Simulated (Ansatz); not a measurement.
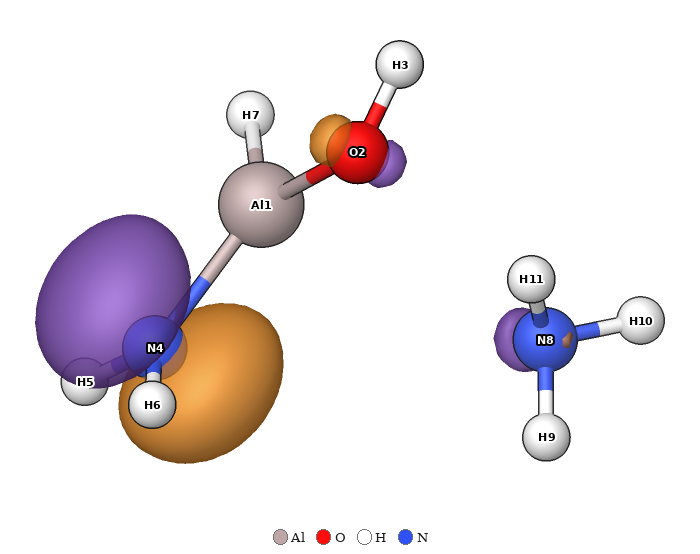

Figure. AlH$_{4}$NO···NH$_{3}$. The HOMO at ±0.2 Å⁻³ᐟ² (orange and purple are the two phases), seen across its widest extent.

Not at a stationary point (largest force 0.9 eV/Å).

Theory: RKS PBE0-D4/cc-pVDZ (Ansatz 0.2.0).

The calculation's input:

```
crystal:
  periodic: [false, false, false]
  atoms:
    - { symbol: Al, position_ang: [0.0, 0.0, 0.0] }
    - { symbol: O, position_ang: [0.0, 0.0, 2.13] }
    - { symbol: H, position_ang: [-0.9095, -0.2814, 2.4671] }
    - { symbol: "N", position_ang: [1.6627, 0.0, -0.96] }
    - { symbol: H, position_ang: [2.1293, -0.9179, -1.2118] }
    - { symbol: H, position_ang: [2.1141, 0.9179, -1.2382] }
    - { symbol: H, position_ang: [-1.351, 0.0, -0.78] }
    - { symbol: "N", position_ang: [0.0995, 2.1044, 0.7] }
    - { symbol: H, position_ang: [0.493, 2.3259, 1.659] }
    - { symbol: H, position_ang: [-0.2465, 2.8877, 0.0753] }
    - { symbol: H, position_ang: [0.0609, 1.2889, 1.7979] }
basis:
  gaussian: { orbitals: cc-pVDZ }
hamiltonian:
  xc: pbe0
  dispersion: d4
relax:
  f_tol: 0.15
  max_steps: 25
  restrain:
    - { distance: [0, 7], at: 3.12, k: 30.0 }
    - { distance: [10, 1], at: 2.21, k: 30.0 }
    - { distance: [0, 1], at: 1.78, k: 30.0 }
    - { distance: [10, 7], at: 1.06, k: 30.0 }
output:
  orbitals: {}
```

Command:

```sh
ansatz run input.yaml --threads 2 --pin off --max-ram 3072MiB --backend cpu --events-out ev --progress --plain --runs-dir out
```

The fields are those of the run's last geometry, not of the input's.

> Where does this orbital lie, and at what energy?

It lies mainly on N4 (about 70 %); largely a lone pair of N4. Its energy is −6.77 eV.
